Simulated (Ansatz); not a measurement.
# CH₆GeS: an energy map over bond length Ge3–H7 and bond length Ge3–H9, part 2 of 2

How does the energy of CH6GeS, SMILES C[S][GeH3] change over two coordinates at once? A grid of runs gives the map.

Ansatz 0.2.0; RKS r2SCAN0-D4/def2-TZVP. The steps go on from the part before.

## Step 7: All points together

225 points were computed. Energies in eV, from the relaxed molecule at the same level:

| bond length Ge3–H9 (Å) ↓, bond length Ge3–H7 (Å) → | 1.342 | 1.382 | 1.423 | 1.463 | 1.503 | 1.543 | 1.584 | 1.624 | 1.664 | 1.705 | 1.745 | 1.785 | 1.826 | 1.866 | 1.906 |
| --- | --- | --- | --- | --- | --- | --- | --- | --- | --- | --- | --- | --- | --- | --- | --- |
| 1.915 | 1.15 | 0.98 | 0.86 | 0.79 | 0.76 | 0.76 | 0.78 | 0.83 | 0.90 | 0.98 | 1.07 | 1.18 | 1.29 | 1.41 | 1.54 |
| 1.874 | 1.03 | 0.86 | 0.74 | 0.67 | 0.64 | 0.64 | 0.66 | 0.71 | 0.78 | 0.86 | 0.95 | 1.06 | 1.17 | 1.29 | 1.41 |
| 1.834 | 0.92 | 0.75 | 0.63 | 0.56 | 0.53 | 0.52 | 0.55 | 0.60 | 0.66 | 0.75 | 0.84 | 0.94 | 1.06 | 1.18 | 1.30 |
| 1.793 | 0.81 | 0.64 | 0.52 | 0.45 | 0.42 | 0.41 | 0.44 | 0.49 | 0.55 | 0.64 | 0.73 | 0.83 | 0.95 | 1.07 | 1.19 |
| 1.753 | 0.71 | 0.54 | 0.42 | 0.35 | 0.32 | 0.31 | 0.34 | 0.39 | 0.45 | 0.54 | 0.63 | 0.74 | 0.85 | 0.97 | 1.09 |
| 1.712 | 0.61 | 0.45 | 0.33 | 0.26 | 0.22 | 0.22 | 0.25 | 0.29 | 0.36 | 0.44 | 0.54 | 0.64 | 0.76 | 0.88 | 1.00 |
| 1.672 | 0.54 | 0.37 | 0.25 | 0.18 | 0.14 | 0.14 | 0.17 | 0.22 | 0.28 | 0.37 | 0.46 | 0.56 | 0.68 | 0.80 | 0.92 |
| 1.631 | 0.47 | 0.30 | 0.18 | 0.11 | 0.08 | 0.08 | 0.10 | 0.15 | 0.22 | 0.30 | 0.39 | 0.50 | 0.61 | 0.73 | 0.86 |
| 1.591 | 0.42 | 0.26 | 0.14 | 0.07 | 0.03 | 0.03 | 0.06 | 0.10 | 0.17 | 0.25 | 0.35 | 0.45 | 0.57 | 0.69 | 0.81 |
| 1.550 | 0.40 | 0.23 | 0.11 | 0.04 | 0.01 | 0.01 | 0.03 | 0.08 | 0.15 | 0.23 | 0.32 | 0.43 | 0.54 | 0.66 | 0.79 |
| 1.510 | 0.40 | 0.23 | 0.11 | 0.04 | 0.01 | 0.01 | 0.03 | 0.08 | 0.15 | 0.23 | 0.33 | 0.43 | 0.54 | 0.66 | 0.79 |
| 1.469 | 0.43 | 0.27 | 0.15 | 0.08 | 0.04 | 0.04 | 0.07 | 0.11 | 0.18 | 0.26 | 0.36 | 0.46 | 0.58 | 0.70 | 0.82 |
| 1.429 | 0.50 | 0.33 | 0.22 | 0.14 | 0.11 | 0.11 | 0.14 | 0.18 | 0.25 | 0.33 | 0.43 | 0.53 | 0.65 | 0.77 | 0.89 |
| 1.388 | 0.62 | 0.45 | 0.33 | 0.26 | 0.23 | 0.23 | 0.25 | 0.30 | 0.36 | 0.45 | 0.54 | 0.65 | 0.76 | 0.88 | 1.00 |
| 1.348 | 0.79 | 0.62 | 0.50 | 0.43 | 0.39 | 0.39 | 0.42 | 0.46 | 0.53 | 0.61 | 0.71 | 0.81 | 0.93 | 1.05 | 1.17 |

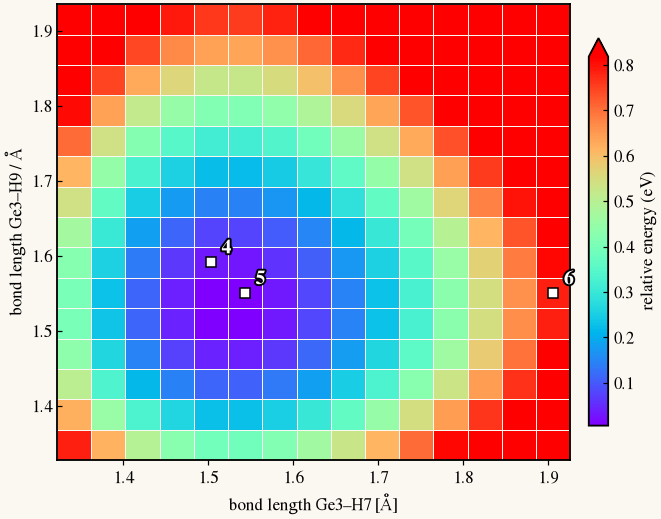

The map; numbers mark the steps of this session that print a point's run. In the figure: one coloured cell a grid point, one colour for all values above the top of the scale.

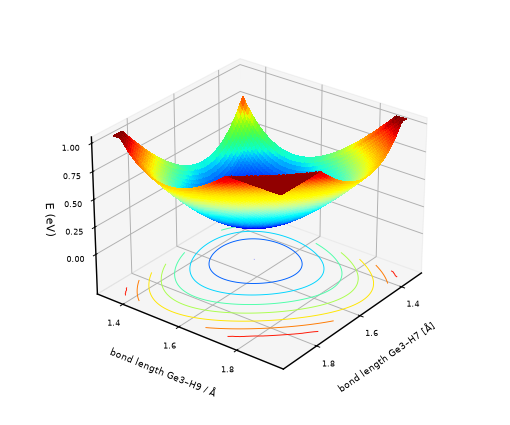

The same map in relief. In the figure: a relief with its contours projected below, any walls above the top of the colour scale cut off.

On the same grid, largest force on an atom (eV/Å):

| bond length Ge3–H9 (Å) ↓, bond length Ge3–H7 (Å) → | 1.342 | 1.382 | 1.423 | 1.463 | 1.503 | 1.543 | 1.584 | 1.624 | 1.664 | 1.705 | 1.745 | 1.785 | 1.826 | 1.866 | 1.906 |
| --- | --- | --- | --- | --- | --- | --- | --- | --- | --- | --- | --- | --- | --- | --- | --- |
| 1.915 | 6.28 | 5.02 | 4.02 | 3.29 | 2.99 | 2.99 | 2.99 | 2.99 | 2.99 | 3.00 | 3.00 | 2.99 | 3.04 | 3.10 | 3.16 |
| 1.874 | 6.22 | 4.96 | 3.95 | 3.22 | 2.88 | 2.88 | 2.88 | 2.88 | 2.88 | 2.88 | 2.89 | 2.90 | 2.99 | 3.06 | 3.14 |
| 1.834 | 6.16 | 4.89 | 3.88 | 3.14 | 2.76 | 2.76 | 2.76 | 2.76 | 2.76 | 2.76 | 2.76 | 2.84 | 2.93 | 3.03 | 3.14 |
| 1.793 | 6.07 | 4.80 | 3.77 | 3.02 | 2.60 | 2.60 | 2.60 | 2.60 | 2.60 | 2.59 | 2.64 | 2.75 | 2.89 | 3.03 | 3.14 |
| 1.753 | 5.95 | 4.67 | 3.62 | 2.86 | 2.39 | 2.39 | 2.39 | 2.39 | 2.39 | 2.39 | 2.53 | 2.71 | 2.89 | 3.03 | 3.14 |
| 1.712 | 5.80 | 4.49 | 3.43 | 2.65 | 2.13 | 2.12 | 2.12 | 2.12 | 2.12 | 2.26 | 2.49 | 2.71 | 2.89 | 3.03 | 3.14 |
| 1.672 | 5.61 | 4.29 | 3.20 | 2.39 | 1.84 | 1.80 | 1.80 | 1.80 | 1.91 | 2.21 | 2.49 | 2.71 | 2.89 | 3.02 | 3.14 |
| 1.631 | 5.39 | 4.05 | 2.92 | 2.07 | 1.48 | 1.39 | 1.39 | 1.48 | 1.86 | 2.21 | 2.49 | 2.71 | 2.89 | 3.02 | 3.14 |
| 1.591 | 5.15 | 3.78 | 2.62 | 1.71 | 1.05 | 0.90 | 0.97 | 1.44 | 1.86 | 2.21 | 2.49 | 2.72 | 2.89 | 3.02 | 3.14 |
| 1.550 | 4.97 | 3.54 | 2.31 | 1.34 | 0.56 | 0.33 | 0.93 | 1.44 | 1.86 | 2.21 | 2.49 | 2.72 | 2.89 | 3.02 | 3.14 |
| 1.510 | 4.98 | 3.54 | 2.30 | 1.28 | 0.43 | 0.55 | 1.07 | 1.52 | 1.89 | 2.21 | 2.49 | 2.72 | 2.89 | 3.03 | 3.14 |
| 1.469 | 4.98 | 3.54 | 2.30 | 1.34 | 1.25 | 1.32 | 1.71 | 2.09 | 2.42 | 2.70 | 2.93 | 3.10 | 3.24 | 3.33 | 3.41 |
| 1.429 | 4.98 | 3.55 | 2.42 | 2.24 | 2.24 | 2.26 | 2.59 | 2.91 | 3.20 | 3.45 | 3.65 | 3.81 | 3.93 | 4.02 | 4.09 |
| 1.388 | 4.99 | 3.73 | 3.45 | 3.45 | 3.45 | 3.44 | 3.71 | 3.99 | 4.25 | 4.47 | 4.65 | 4.80 | 4.91 | 4.98 | 5.05 |
| 1.348 | 5.26 | 4.85 | 4.85 | 4.84 | 4.84 | 4.84 | 5.03 | 5.29 | 5.52 | 5.72 | 5.89 | 6.02 | 6.12 | 6.19 | 6.25 |

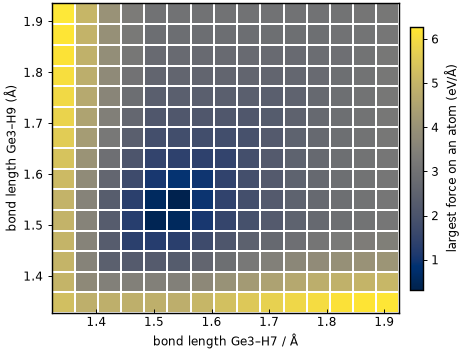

The largest force on an atom over the grid. Drawn: one coloured cell a grid point.

## Step 8: What came out

The summary covers parts 1 to 2.

```
                       quantity                                                                               value
                   lowest point                                                        (1.543 Å, 1.550 Å), 0.006 eV
         highest computed point                                        (1.906 Å, 1.915 Å), 1.53 eV above the lowest
largest force on an atom (eV/Å)  0.33 at (1.543 Å, 1.550 Å) to 6.28 at (1.342 Å, 1.915 Å); 0.33 at the lowest point
        time for the whole task                                                     12 min on 1 thread, shared host
```

In words: The lowest computed point is at (1.543 Å, 1.550 Å), 0.006 eV from the relaxed molecule at the same level. The grid shows no other well, apart from its symmetry copies. The highest computed point, (1.906 Å, 1.915 Å), lies 1.53 eV above the lowest. Round the minimum the two coordinates are nearly uncoupled.
